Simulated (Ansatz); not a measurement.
AlFH$_{3}$NO···HCl

| atom | x (Å) | y (Å) | z (Å) |
| --- | --- | --- | --- |
| Al | 0.0170 | -0.0870 | -0.0578 |
| O | 0.0125 | -0.3542 | 1.6741 |
| H | -0.8366 | -0.5547 | 2.1066 |
| N | 1.5294 | -0.1963 | -0.9249 |
| H | 2.4336 | -0.3418 | -0.4685 |
| H | 1.6481 | 0.0433 | -1.9119 |
| F | -1.4374 | 0.0827 | -0.8358 |
| Cl | 0.1440 | 2.9883 | 1.4373 |
| H | 0.1956 | 1.7994 | 2.0625 |

Not at a stationary point (largest force 1.0 eV/Å).

Theory: Ansatz, RKS LDA/def2-SVP.

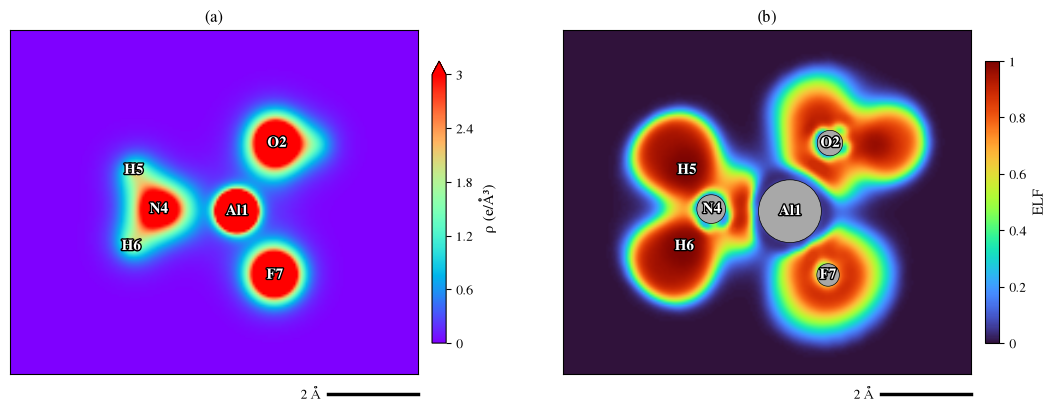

Figure 1. (a) electron density; (b) electron localisation function on the plane of atoms O2, Al1 and N4. Grey discs cover the atomic cores in the ELF map.

**Interpret the plot.**

The plane passes through Al, O, N, H and F nuclei.
Al–F (1.66 Å): the density is about 0.81 e/Å³ at the midpoint; the ELF peaks at about 0.85 in the valence shell of F, 0.6 Å from its nucleus, and is about 0.30 at the midpoint.
Al–N (1.75 Å): the density is about 0.87 e/Å³ at the midpoint; the ELF peaks at about 0.90 in the valence shell of N, 0.7 Å from its nucleus, and is about 0.55 at the midpoint.
Al–O (1.75 Å): ρ is about 0.77 e/Å³ halfway; the ELF peaks at about 0.90 in the valence shell of O, 0.7 Å from its nucleus, and is about 0.35 at the midpoint.
N–H (1.02 Å): ρ at the midpoint is about 2.7 e/Å³; the ELF climbs to about 1 towards the hydrogen, as it does in any bond to H (a covalent bond by its length).
The ELF also peaks beside F7 and O2, away from the bonds: lone-pair regions.

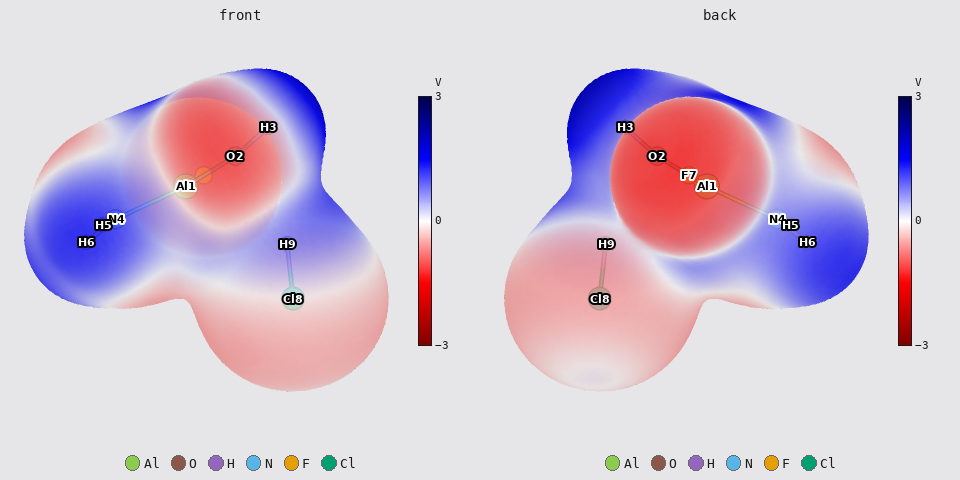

Figure 2. The molecular electrostatic potential painted on the density surface at 0.001 e/bohr³, seen from the front and from behind; red is negative and blue positive.

**Describe the electrostatic potential map.**

The most negative region (about −1.2 V) lies over F7, the most positive (about +2.0 V) over H3.

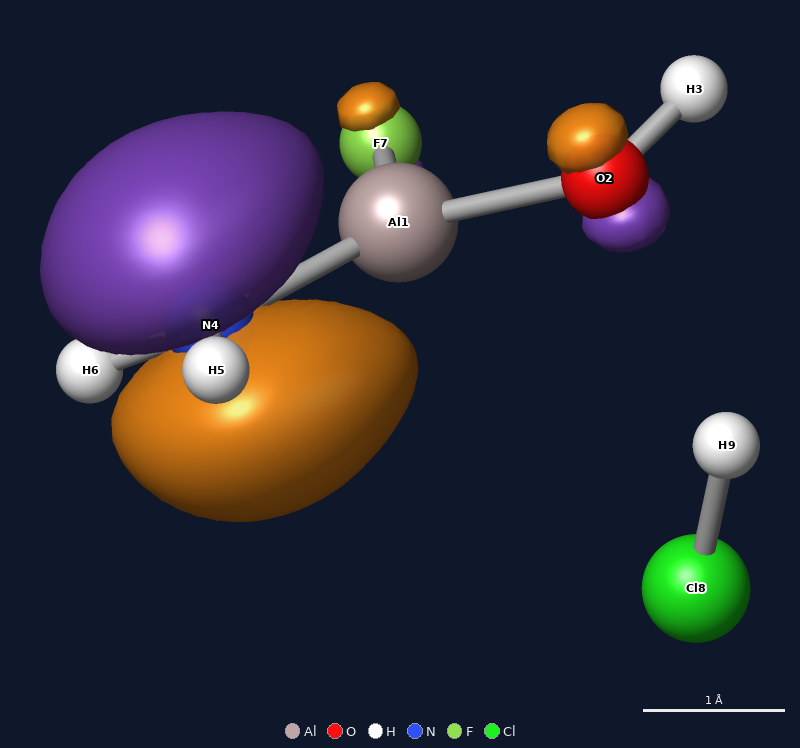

Figure 3. The HOMO at ±0.15 Å⁻³ᐟ² (orange and purple are the two phases), seen at an oblique angle.

**Describe this orbital and give its energy.**

By Hirshfeld shares it lies mainly on N4 (about 70 %); largely a lone pair of N4. Its energy is −6.14 eV.

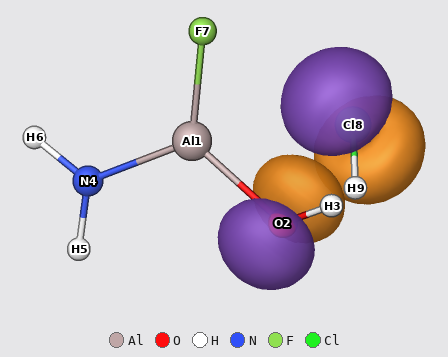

Figure 4. The HOMO−1 at ±0.2 Å⁻³ᐟ² (orange and purple are the two phases), seen from one side.

**Describe this orbital and give its energy.**

By Hirshfeld shares it lies mainly on Cl8 (about 50 %) and O2 (about 40 %); largely a combination of lone pairs on Cl8 and O2. Its energy is −7.49 eV.
